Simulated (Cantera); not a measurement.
Feed: 1 mol MgO, 0.21 mol HCl, a varied amount of O2, at 850 K and 8.20 bar.

Cantera equilibrium calculation (NASA polynomials, part measured and part estimated; ideal gas, pure solids and liquids). Candidate condensed phases: H2O, Mg, MgCl2, MgO, Mg(OH)2; 22 gas species. Condensed phases not in the tables: MgOHCl. Kinetics and transport are ignored.

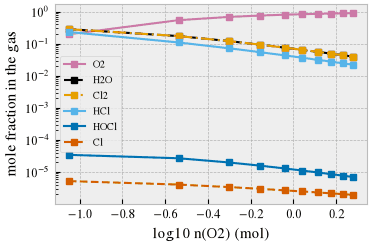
*Equilibrium gas composition (values under 1e-9 drawn at 1e-9)*

From 0.089 mol O2 to 1.9 mol O2 the condensed part is MgO(s). The main Mg-bearing gas is MgCl2 throughout.
